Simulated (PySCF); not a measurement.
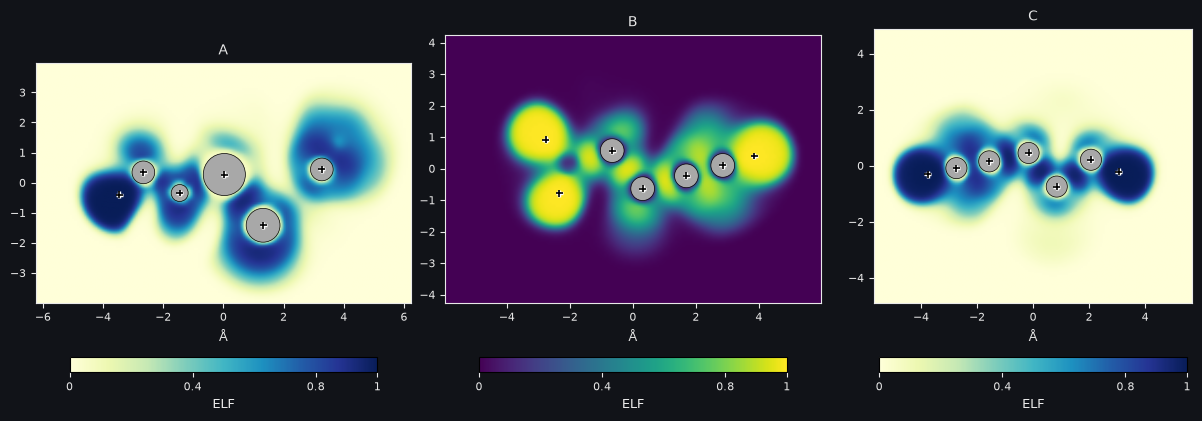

The electron localisation function of 3 systems, each on a plane through atoms (crosses mark nuclei in the plane; grey discs cover the cores).

Computed with PBE0/pcSseg-1, SCF density, gas phase, non-relativistic (PySCF 2.14.0).

System 1: C11H7F, the plane of atoms C4, C3 and C7. Geometry: GFN2-xTB.

```xyz
19

C    -2.3317    0.1742    1.9725
C    -1.6077    0.3880    1.0437
C    -0.7355    0.6394   -0.0763
C    -0.9201   -0.3212   -1.2798
C     0.2607    0.1351   -2.1244
C     1.2494    0.4335   -1.2959
C     0.7470    0.1807    0.1293
C     1.4972    0.7875    1.1928
C     2.1328    1.2953    2.0711
C     0.5272   -1.3295    0.2327
C    -0.4615   -1.6007   -0.6044
F    -0.9967   -2.7848   -0.9134
H    -2.9680   -0.0073    2.7862
H    -0.7995    1.6918   -0.3678
H    -1.8916   -0.3599   -1.7629
H     0.2462    0.1605   -3.1970
H     2.2449    0.7713   -1.5095
H     2.6870    1.7363    2.8446
H     1.1100   -1.9810    0.8510
```

System 2: C5H8OS2Si, the plane of atoms O7, Si6 and S9. Geometry: GFN2-xTB.

```xyz
17

C    -2.9320    0.5747   -1.4199
C    -2.4554   -0.1625   -0.6059
C    -1.8032   -1.0204    0.3512
C    -1.4317   -0.2822    1.6281
S    -0.2034    1.0407    1.3417
Si    0.7722    0.0640   -0.3022
O     2.3016   -0.3625   -0.0565
C     3.4294    0.4623   -0.0738
S    -0.2949   -1.7673   -0.4062
H    -3.3839    1.2076   -2.1236
H    -2.4503   -1.8688    0.5952
H    -1.0070   -0.9756    2.3547
H    -2.3104    0.2016    2.0554
H     0.5788    0.8863   -1.4880
H     3.3872    1.1848    0.7429
H     4.3062   -0.1735    0.0416
H     3.4898    1.0028   -1.0195
```

System 3: C8H13Al, the plane of atoms C2, C3 and C8. Geometry: GFN2-xTB.

```csv
atom,x (Å),y (Å),z (Å)
C,-2.0373,2.8093,-0.6458
C,-1.4927,1.8872,-0.1010
C,-0.7788,0.8047,0.5398
Al,1.0638,1.5756,0.7587
C,2.4319,0.1255,0.6989
C,1.8748,-1.0068,-0.1942
C,0.4319,-1.4054,0.1411
C,-0.6378,-0.4322,-0.3799
C,-1.9872,-1.1404,-0.5055
H,-2.5471,3.5966,-1.1162
H,-1.3456,0.5037,1.4327
H,1.2856,3.1002,0.7475
H,3.4221,0.4170,0.3218
H,2.6227,-0.2981,1.6975
H,2.5069,-1.8955,-0.0949
H,1.9170,-0.6987,-1.2432
H,0.2402,-2.3880,-0.2990
H,0.3306,-1.5031,1.2255
H,-0.3357,-0.0887,-1.3784
H,-2.2871,-1.5594,0.4542
H,-1.9370,-1.9485,-1.2335
H,-2.7515,-0.4356,-0.8271
```

Q: Match each panel to its system.

A: Panel A is system 2, C5H8OS2Si: the plane holds C, Si, O, S and H. C–O (1.40 Å): the ELF peaks at about 0.90 between the atoms: a polar covalent bond. Panel B is system 3, C8H13Al: the plane holds C and H. C–C (1.20 Å): the ELF peaks at about 0.85 between the atoms (a multiple bond). Panel C is system 1, C11H7F: the plane holds C and H. C–C (1.20 Å): the ELF peaks at about 0.85 between the atoms: a multiple bond.
